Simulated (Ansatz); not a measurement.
The compound is Na₂Bi (space group P-3m1, No. 164), taken as the end point of a relaxation with DFT PBE, scalar-relativistic, plane waves, PAW (Ansatz); the starting structure was generated, so it need not be a known form of this composition.

```
Na Bi
1.0
     5.32817    0.00000    0.00000
    -2.66409    4.61433    0.00000
     0.00000    0.00000    3.54435
Na Bi
2 1
Direct
  0.66667 0.33333 0.65977
  0.33333 0.66667 0.34023
  0.00000 0.00000 0.00000
```

Describe the stacking along c, with columns A (0, 0), B (1/3, 2/3), C (2/3, 1/3) of the hexagonal mesh.

Bi(A) – Na(B) – Na(C) (three layers in 3.54 Å).

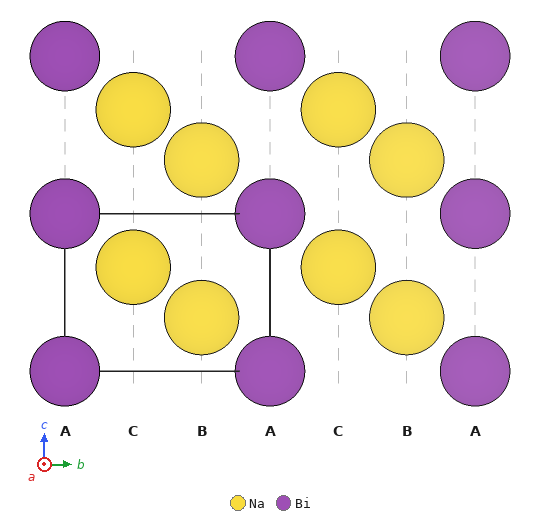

The picture looks along a close-packed row of the hexagonal mesh; c points upwards. The dashed lines mark the three columns A (0, 0), B (1/3, 2/3) and C (2/3, 1/3). The sequence starts with the first layer at or above the cell's origin.
